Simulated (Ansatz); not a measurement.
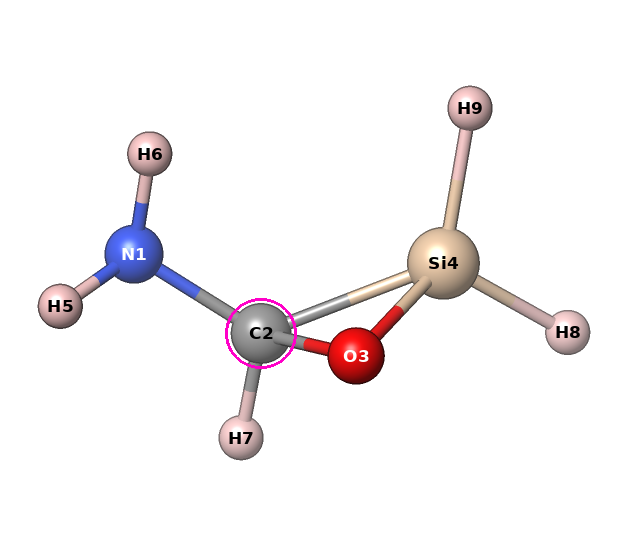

Atoms fade into the background with distance from the viewer. Circles mark the stereogenic atoms. The computed structure is the end point of a PBE0-D4/def2-TZVP optimisation.

### Give the R/S and E/Z labels.

C2: R (priorities Si4 > O3 > N1 > H7).
